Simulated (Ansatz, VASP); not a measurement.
# Cross-check of Ag (Silver) between VASP and Ansatz

One calculation is typed for both programs; each brings its own data sets and cutoff. How far apart do they land? The cell comes out of the VASP series on this material, whose earlier steps may have relaxed, scaled or displaced it; both programs get it as it stands.

Calculated with Ansatz 0.2.0; plane waves, with VASP 6.6.1 beside it; relaxation of cell and atoms at LDA.

**1. The starting structure**

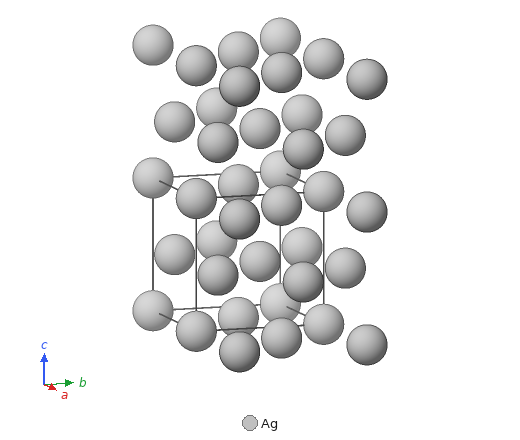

The starting structure, seen slightly off an axis (silver light grey). 2×1×2 cells are drawn. This picture shows the conventional cell, with its axes. Some periodic images of atoms are drawn too.

As a file:

```cif
data_structure
_symmetry_space_group_name_H-M 'P 1'
_symmetry_Int_Tables_number 1
_cell_length_a 2.8312
_cell_length_b 2.8312
_cell_length_c 2.8312
_cell_angle_alpha 60.000
_cell_angle_beta 60.000
_cell_angle_gamma 60.000
_cell_volume 16.05
loop_
_atom_site_label
_atom_site_type_symbol
_atom_site_fract_x
_atom_site_fract_y
_atom_site_fract_z
_atom_site_occupancy
Ag1 Ag 0.00000 0.00000 0.00000 1
```

**2. Ansatz: relaxation of cell and atoms, LDA**

Ansatz runs on its default PAW (the set named soft_2) files.

The relaxed volume is the usual yardstick between codes: its relative difference is about their pressure difference at one cell divided by the bulk modulus.

input.yaml

```yaml
crystal:
  lattice:
    - [0.0, 2.0019775702, 2.0019775702]
    - [2.0019775702, 0.0, 2.0019775702]
    - [2.0019775702, 2.0019775702, 0.0]
  atoms:
    - { symbol: Ag, position: [0.0, 0.0, 0.0] }
hamiltonian:
  xc: lda
  pseudopotentials: { kind: paw }
kpoints:
  mp_grid: { grid: [12, 12, 12] }
scf:
  occupations: { method: methfessel_paxton, width: 0.1 }
relax:
  f_tol: 0.01
  max_steps: 60
  cell: { stress_tol: 0.05 }
output:
  forces: true
  stress: true
```

On the command line:

```
$ ansatz run input.yaml --threads 4 --pin off --max-ram 9216MiB --backend cpu --events-out ev --progress --plain --runs-dir out
```

Numbers of over 12 decimals in the logs are rounded to 6 here.

The program printed:

```text
Engine: ansatz 0.2.0, aarch64-unknown-linux-gnu
Pseudopotentials: kind: paw
Pseudopotential: Ag, paw, valence charge 19, recommended cutoff 420 eV (normal), Ag.paw.azcp
Functional definition: SPW92
  exchange = slater_x
  correlation = pw_c
Crystal: 1 atoms, lattice volume = 16.048 Å³
Basis set: ecut = 420 eV, 331 PW (Γ)
Bands: 14, of which v1, the nominal top of the filled ones, is band 10 counted from 1 (9 counted from 0)
Symmetry: 48 space group operations
Space group: Fm-3m (ITA 225), of the structure as read, at distance tolerance 2.5e-5 Å
k-points: 72 of 1728
Non-local potential: Ag, projectors of the file, l = 0: 3, l = 1: 2, l = 2: 2, l = 3: 1
PAW form: soft (Blöchl's): semilocal exchange-correlation on the pseudo side does not see the compensation charge
PAW frozen core: Ag, regenerated for the run's functional, and the local potential with it (the file was generated under x = pbe(κ = 0.804, μ = 0.219515), c = pbe(β = 0.066725))
PAW one-centre angular grid: Ag, 590 points (default); XC on 64 Gauss nodes
Initial density: superposition of atomic densities (neutral atoms: chi_scale 0, normalization atom), corrected by the library's trained network
Initial wavefunctions: pseudopotential atomic-orbital guess
Functional: x = slater, c = lda
SCF iter   1: F=—  HF=-7458.154879 eV  |F-HF|=—  |Δ(HF+E_count)|=         —  Δρ=1.40e-2  dr2=2.64e-2  ethr=1.77e-3  ⟨swp⟩=4.6  Hψ=4991  notcnv=0
preconditioner: auto → none  [metal: Δε(μ)=0.050 eV  Ē_g=16.704 eV  σ=0.100 eV  W_gap=0.41  n_scr=8 (ndim 8)  ℏωp=30.7 eV  f_vac=0.000  D(μ)=0.37/eV (n_scr^D=0)  sad-step TF]
SCF iter   2: F=—  HF=-7458.147086 eV  |F-HF|=—  |Δ(HF+E_count)|=   7.79e-3  S|Δr|=    0.00e0  Δρ=4.52e-3  dr2=2.11e-3  ethr=1.39e-4  ⟨swp⟩=1.8  Hψ=1703  notcnv=0  defer=4
SCF iter   3: F=—  HF=-7458.146397 eV  |F-HF|=—  |Δ(HF+E_count)|=   6.89e-4  S|Δr|=    0.00e0  Δρ=1.37e-3  dr2=7.01e-5  ethr=1.11e-5  ⟨swp⟩=2.3  Hψ=1326  notcnv=0  defer=4
SCF iter   4: F=—  HF=-7458.146407 eV  |F-HF|=—  |Δ(HF+E_count)|=   9.76e-6  S|Δr|=    0.00e0  Δρ=1.80e-4  dr2=1.23e-6  ethr=3.69e-7  ⟨swp⟩=2.2  Hψ=1649  notcnv=0  defer=4
SCF iter   5: F=-7458.146408 eV  HF=-7458.146408 eV  |F-HF|=6.81e-9  |Δ(HF+E_count)|=   4.82e-7  S|Δr|=    0.00e0  Δρ=1.17e-5  dr2=1.27e-8  ethr=5.26e-10  ⟨swp⟩=4.0  Hψ=3227  notcnv=0
SCF 1 converged in 5 iterations: F = -7458.146408 eV  dr2 = 1.27e-8
  greatest PAW one-centre occupation: 1.002 electrons in one spin orbital (limit 2), on the Ag atom at site 0 (counted from 0), in its partial waves of l = 0
relax step   1: F+E_penalty+E_count = -7458.14640756 eV  Δ(F+E_penalty+E_count) = +0.000e0 eV  max|allowed force component| = 0.000e0 eV/Å  Δτ_max = 0.0000 Å  P = -0.282 GPa  Ω = 16.048 Å³  (5 SCF iters, dr2 threshold 1.00e-7 eV, accepted)
[...]
relax step   2: F+E_penalty+E_count = -7458.14642876 eV  Δ(F+E_penalty+E_count) = -2.120e-5 eV  max|allowed force component| = 0.000e0 eV/Å  Δτ_max = 0.0000 Å  P = +0.211 GPa  Ω = 15.989 Å³  energy of the carried Pulay correction = +7.957e-6 eV  (4 SCF iters, dr2 threshold 1.00e-7 eV, accepted)
[...]
relax step   3: F+E_penalty+E_count = -7458.14644160 eV  Δ(F+E_penalty+E_count) = -1.284e-5 eV  max|allowed force component| = 0.000e0 eV/Å  Δτ_max = 0.0000 Å  P = -0.000 GPa  Ω = 16.014 Å³  energy of the carried Pulay correction = +4.557e-6 eV  (3 SCF iters, dr2 threshold 1.00e-7 eV, accepted)
[...]
relax step   4: F+E_penalty+E_count = -7458.14643583 eV  Δ(F+E_penalty+E_count) = +5.766e-6 eV  max|allowed force component| = 0.000e0 eV/Å  Δτ_max = 0.0000 Å  P = -0.000 GPa  Ω = 16.014 Å³  stress off target by 1.17e-4 GPa  SCF on the basis re-selected at this cell (its energy is not comparable with the rows above)  (5 SCF iters)
basis re-selected at this cell: Δ(F+E_penalty+E_count) = +5.766e-6 eV, ΔP = +0.000 GPa vs the last step (what re-selecting the basis moved, of the pressure what is left beyond the Pulay correction that the steps carried, after the strain that the cell walked since its last selection, with what the two solves' SCF thresholds leave and, on support functions, any second-order correction that the steps lacked; it is no measure of the basis error at this ecutwfc). This SCF's stress stands 1.17e-4 GPa from its target on what of the cell is left free (relax.cell.stress_tol is 5.00e-2 GPa) and its largest allowed force component is 0.00e0 eV/Å (relax.f_tol is 1.00e-2 eV/Å): [rest of the remark cut]
SCF converged after 5 iterations
Stability not checked: this state was not tested for a lower state beside it, because cold or Methfessel-Paxton smearing, or corrected tetrahedra, fill the levels in a way that the test cannot read (fill_not_monotonic; see scf.lower_state_search)
Free energy (F): -7458.146436 eV
Harris-Foulkes:  -7458.146436 eV  (|F-HF|=2.73e-12)
Internal energy: -7458.146427 eV  (E = F + TS)
E sigma→0 (E₀):  -7458.146434 eV
Entropy (-TS):   -0.000009 eV (-0.009 meV/atom)
Fermi energy:    18.320240 eV
--- Per-component energies (eV) ---
  E_band       = -215.804284
  E_kinetic    = 528.337803
  E_local      = -2099.367634  (includes V_loc(G=0)·N_el)
  E_nonlocal   = 86.193579
  E_hartree    = 958.623877
  E_xc         = -184.323836
  E_vxc        = -235.446511  (∫ρ·V_xc dr)
  E_paw        = -3770.046507  (= ΣΔE_a)
  E_vpaw       = -412.769493  (= ΣTr[D̂ρ^β])
  E_aug_tail   = 0.000244  (compensation charges beyond the density's cutoff)
  E_ewald      = -2978.288759
  E_core_change = 0.724807  (= ΣΔE_core)
  E_smearing   = -0.000009  (= −TS)
  E_closure    = 0.000000  (closes the sum)
  Σ components = -7458.146436   (vs F -7458.146436, Δ=0.00e0)
--- Forces (eV/Å), atoms counted from 1 ---
  atom   1  Ag    -0.00000000     0.00000000    -0.00000000
  max |Σ_I F_I| component: 1.44e-32 eV/Å
--- Stress (GPa, compression-positive) ---
       -0.000117      -0.000000       0.000000
        0.000000      -0.000117       0.000000
        0.000000       0.000000      -0.000117
  P = ⅓ Tr σ = -0.0001 GPa (-0.001 kbar)
--- Relaxed structure (3 steps of the walk, 3 accepted, 1 SCFs on fresh bases) ---
  F+E_penalty+E_count = -7458.14643583 eV   max|allowed force component| = 0.000e0 eV/Å   (the final SCF, on the basis selected at the relaxed cell)
  cell:  # Å, volume = 16.0142 Å³
    - [0, 2.000592, 2.000592]
    - [2.000592, 0, 2.000592]
    - [2.000592, 2.000592, 0]
  atoms:
    - { symbol: Ag, position: [0.0, 0.0, 0.0] }
```

The job ended after 1.4 s (4 threads of Arm Neoverse V1, shared host; peak memory 0.28 GiB; 3.6 s of CPU time).

**3. VASP: relaxation of cell and atoms, LDA**

The same cell, functional (in two slightly different forms), mesh and smearing now go to VASP, with its own data sets and cutoff.

Lines of VASP's logs that name or quote its potential files are left out, and so is its time.

INCAR

```
SYSTEM = Ag
PREC = Accurate
ENCUT = 450
EDIFF = 1E-06
NELM = 100
ISMEAR = 1
SIGMA = 0.1
LREAL = .FALSE.
ALGO = Normal
GGA = CA
NBANDS = 11
LORBIT = 11
LWAVE = .FALSE.
LCHARG = .FALSE.
KPAR = 2
IBRION = 2
NSW = 50
ISIF = 3
EDIFFG = -0.01
```

POSCAR

```
Ag
1.0
    0.0000000000      2.0019775702      2.0019775702
    2.0019775702      0.0000000000      2.0019775702
    2.0019775702      2.0019775702      0.0000000000
Ag
1
Direct
    0.0000000000      0.0000000000      0.0000000000
```

KPOINTS

```
Automatic mesh
0
Gamma
12 12 12
0 0 0
```

Potentials, in the order of the species: Ag (LDA family, release 64).

On the command line:

```
$ mpirun -np 2 vasp_std
```

The program printed:

```text
[banner, memory and clock lines left out]
running    2 mpi-ranks, on    1 nodes
 distrk:  each k-point on    1 cores,    2 groups
 distr:  one band on    1 cores,    1 groups

 POSCAR found type information on POSCAR Ag
 POSCAR found :  1 types and       1 ions
 LDA part: xc-table for (Slater(with rela. corr.)+CA(PZ))
 , standard interpolation
 POSCAR, INCAR and KPOINTS ok, starting setup
 FFT: planning ... GRIDC
 FFT: planning ... GRID_SOFT
 FFT: planning ... GRID
 WAVECAR not read
 entering main loop
       N       E                     dE             d eps       ncg     rms          rms(c)
DAV:   1     0.440884110992E+02    0.44088E+02   -0.51449E+03  1632   0.805E+02
DAV:   2    -0.341182907402E+01   -0.47500E+02   -0.44609E+02  1761   0.186E+02
DAV:   3    -0.410753412591E+01   -0.69571E+00   -0.69324E+00  1807   0.238E+01
DAV:   4    -0.410961412579E+01   -0.20800E-02   -0.20799E-02  1746   0.138E+00
DAV:   5    -0.410963090153E+01   -0.16776E-04   -0.16776E-04  1785   0.108E-01    0.645E+00
DAV:   6    -0.379432784402E+01    0.31530E+00   -0.12895E+00  1689   0.107E+01    0.395E+00
DAV:   7    -0.378098497239E+01    0.13343E-01   -0.11164E-02  1788   0.998E-01    0.216E+00
DAV:   8    -0.377586828339E+01    0.51167E-02   -0.94831E-04  1698   0.283E-01    0.884E-02
DAV:   9    -0.377588062377E+01   -0.12340E-04   -0.71060E-06  1800   0.230E-02    0.139E-02
DAV:  10    -0.377588037569E+01    0.24808E-06   -0.18743E-06  1728   0.121E-02
   1 F= -.37758804E+01 E0= -.37758964E+01  d E =-.377588E+01
 curvature:   0.00 expect dE= 0.000E+00 dE for cont linesearch  0.000E+00
 trial: gam= 0.00000 g(F)=  0.155E-62 g(S)=  0.628E-05 ort = 0.000E+00 (trialstep = 0.100E+01)
 search vector abs. value=  0.628E-05
 reached required accuracy - stopping structural energy minimisation
```

Parts of OUTCAR (step 3):

```text
ion  position               nearest neighbor table
   1  0.000  0.000  0.000-

  LATTYP: Found a face centered cubic cell.
 ALAT       =     4.0039551404

 Subroutine GETGRP returns: Found 48 space group operations
 (whereof 48 operations were pure point group operations)

The static configuration has the point symmetry O_h .

 Found     72 irreducible k-points:

   k-points           NKPTS =     72   k-points in BZ     NKDIM =     72   number of bands    NBANDS=     11

   dimension x,y,z NGX =    20 NGY =   20 NGZ =   20
   dimension x,y,z NGXF=    40 NGYF=   40 NGZF=   40

   ENCUT  =  450.0 eV  33.07 Ry    5.75 a.u.   4.90  4.90  4.90*2*pi/ulx,y,z

   NELECT =      11.0000    total number of electrons

 k-points in reciprocal lattice and weights: Automatic mesh
   0.00000000  0.00000000  0.00000000       0.001
   0.08333333  0.00000000  0.00000000       0.005
   0.16666667  0.00000000  0.00000000       0.005
   0.25000000  0.00000000  0.00000000       0.005
   0.33333333  0.00000000  0.00000000       0.005
   0.41666667  0.00000000  0.00000000       0.005
   0.50000000  0.00000000  0.00000000       0.002
   0.08333333  0.08333333  0.00000000       0.003
   0.16666667  0.08333333  0.00000000       0.014
[...]
-0.33333333  0.50000000  0.16666667       0.007
  -0.25000000  0.50000000  0.25000000       0.003

 average (electrostatic) potential at core
       1 -70.4480

 E-fermi :   8.9367

 k-point     1 :       0.0000    0.0000    0.0000
  band No.  band energies     occupation
    ...
      2       4.0248      2.00000
      3       4.0248      2.00000
      4       4.0248      2.00000
      5       5.1986      2.00000
      6       5.1986      2.00000
      7      25.1617      0.00000
      8      29.0314      0.00000
      9      29.0314      0.00000
     10      29.0314      0.00000
     11      34.2051      0.00000

 k-point     2 :       0.0833    0.0000    0.0000
  band No.  band energies     occupation
    ...
      2       3.9697      2.00000
      3       4.0898      2.00000
      4       4.0898      2.00000
      5       5.1739      2.00000
      6       5.1739      2.00000
      7      25.2220      0.00000
      8      27.4536      0.00000
      9      29.1670      0.00000
     10      29.1670      0.00000
     11      34.0044      0.00000

 k-point     3 :       0.1667    0.0000    0.0000
  band No.  band energies     occupation
    ...
      2       3.8982      2.00000
      3       4.2210      2.00000
      4       4.2210      2.00000
      5       5.1649      2.00000
      6       5.1649      2.00000
      7      23.7737      0.00000
      8      26.1677      0.00000
      9      29.4387      0.00000
     10      29.4387      0.00000
     11      32.6123      0.00000

  Total       -0.0065853     -0.0065853     -0.0065853      0.0000000     -0.0000000     -0.0000000
  in kB       -0.6574698     -0.6574698     -0.6574698      0.0000000     -0.0000000     -0.0000000
  external PRESSURE =      -0.6574698 kB  Pullay stress =       0.0000000 kB

  energy-cutoff  :      450.00
  volume of cell :       16.05
      direct lattice vectors                 reciprocal lattice vectors
     0.000000000  2.001977570  2.001977570    -0.249753048  0.249753048  0.249753048
     2.001977570  0.000000000  2.001977570     0.249753048 -0.249753048  0.249753048
     2.001977570  2.001977570  0.000000000     0.249753048  0.249753048 -0.249753048

 POSITION                                       TOTAL-FORCE (eV/Angst)
 -----------------------------------------------------------------------------------
      0.00000      0.00000      0.00000         0.000000     -0.000000     -0.000000
 -----------------------------------------------------------------------------------
    total drift:                                0.000000      0.000000      0.000000

  FREE ENERGIE OF THE ION-ELECTRON SYSTEM (eV)
  ---------------------------------------------------
  free  energy   TOTEN  =        -3.7758803757 eV

  energy  without entropy=       -3.7759284674  energy(sigma->0) =       -3.77589641

 reached required accuracy - stopping structural energy minimisation

 total charge
# of ion       s       p       d       tot
------------------------------------------
    1        0.444   0.346   9.149   9.939

[... 3 further parts left out ...]
```

CONTCAR:

```
Ag
   1.00000000000000
     0.0000000000000000    2.0019775701999998    2.0019775701999998
     2.0019775701999998    0.0000000000000000    2.0019775701999998
     2.0019775701999998    2.0019775701999998    0.0000000000000000
  Ag
     1
Direct
     0.0000000000000000    0.0000000000000000    0.0000000000000000
```

**4. Comparison**

Known differences besides the PAW data sets themselves: the two LDA forms differ slightly; both relaxations stop at a tolerance, which leaves soft axes loose, and VASP keeps its plane-wave basis; the data sets hold 19 valence electrons in Ansatz (default PAW (the set named soft_2) files) and 11 in VASP; the cutoff is 420 eV in Ansatz and 450 eV in VASP; Ansatz makes its cores anew for this functional, VASP keeps those of its LDA data sets; Ansatz adds a Pulay correction to the stress that steers its cell, VASP none. Total energies have different zeros and are not compared.

The two programs side by side:

```
                                         quantity  Ansatz   VASP  difference
                                      volume (Å³)   16.01  16.05     -0.21 %
edge a after relaxation, in the typed setting (Å)   2.829  2.831     -0.07 %
```

The walks stopped with 0.00 GPa left in Ansatz and -0.07 GPa in VASP; each walk ends within a tolerance, so the volume difference is uncertain by about these residues over the bulk modulus, most in soft cells.

**5. What came out**

```
difference in volume (relaxation of cell and atoms, LDA) : -0.21 %
```

**Reading.** The difference in volume is -0.21 % (relaxation of cell and atoms, LDA), within the 1.2 % picked in this series as the mark of a large difference, as far as the stopping tolerances let one tell. How closely two codes agree says nothing of how well the functional describes the real material.

[Lines on the potential files, build, host, timing and source positions are cut from VASP's logs without a mark.]

[Logs are printed without paths, hosts, clocks, repeated set-up lines and the standing remarks that a program may print on its own settings, such as how far it seeks lower states.]

[Hosts, paths, dates, database ids (printed as entryN), source tags and the programs' standing remarks are cut or masked in the printed files.]
